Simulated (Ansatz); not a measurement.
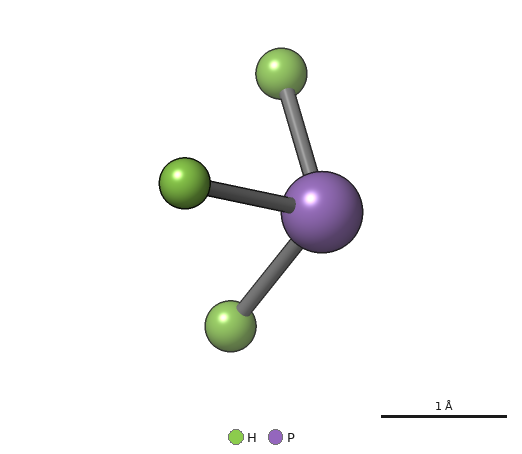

A ball-and-stick model of a molecule.

Identify the structure.

It has 4 atoms: 1 phosphorus and 3 hydrogen (PH3). This geometry has C3v symmetry. Coordination: 1 P trigonal pyramidal.

The parts below concern this one geometry. Atoms keep their numbers from picture to picture. The computed structure is the end point of a PBE0-D4/def2-TZVP optimisation.

## Geometry

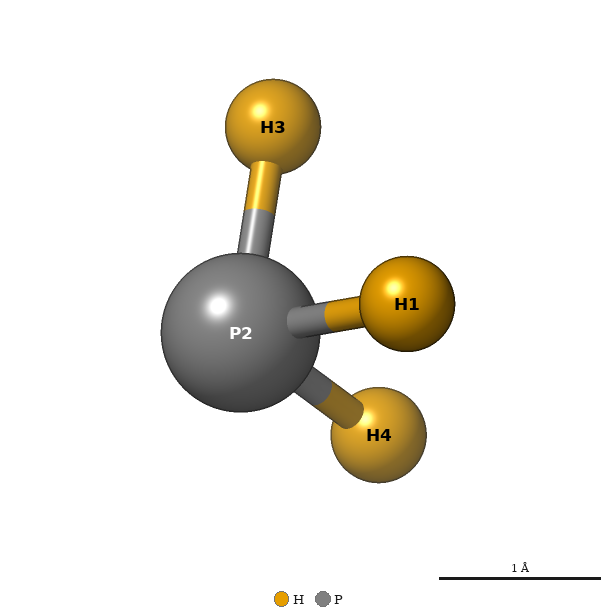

Numbered structure.

Estimate the angles H1–P2–H3.

| angle | degrees |
| --- | --- |
| H1–P2–H3 | 93.1 |

## Charges

The questions are on Mulliken charges. Properties computed with RKS PBE0-D4/def2-TZVP (Ansatz 0.2.0).

Give the Mulliken charges atom by atom.

| atom | value (e) |
| --- | --- |
| H1 | 0.09 |
| P2 | −0.26 |
| H3 | 0.09 |
| H4 | 0.09 |

## Electronic properties

Method: RKS PBE0-D4/def2-TZVP (Ansatz 0.2.0).

Predict the main results.

- dipole moment: 0.70 D
- harmonic zero-point energy: 63.0 kJ/mol

## Vibrations

Harmonic vibrations computed with RKS PBE0-D4/def2-TZVP (Ansatz 0.2.0) at a stationary point of the same level.

> List the wavenumbers.

6 modes: 1004, 1134, 1134, 2411, 2423, 2423 cm⁻¹.

## Thermal motion

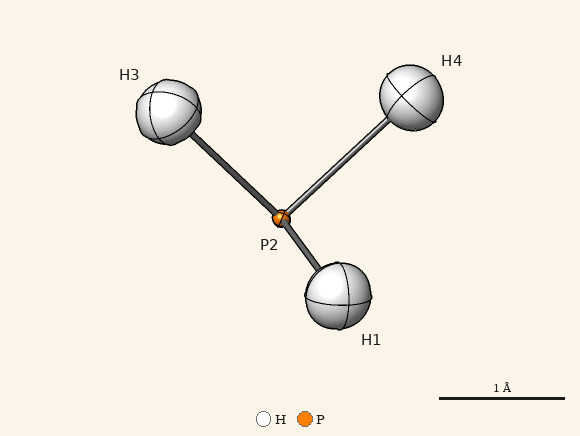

Displacement ellipsoids at the 50 % level, enlarged 2 times, from the internal vibrations of the free molecule (harmonic, no overall translation or rotation; no half-axis is drawn under 0.075 Å). Vibrations computed with RKS PBE0-D4/def2-TZVP (Ansatz 0.2.0). Temperature: 400 K.

List U_eq and the three principal root-mean-square amplitudes for each kind of atom.

```csv
atom,U_eq (Å²),rms amplitudes (Å)
"H1, H3, H4",0.0074,"0.082, 0.088, 0.088"
P2,0.00002,"0.004, 0.004, 0.007"
```

Mulliken values depend strongly on the basis set and can even reverse the polarity of a bond.
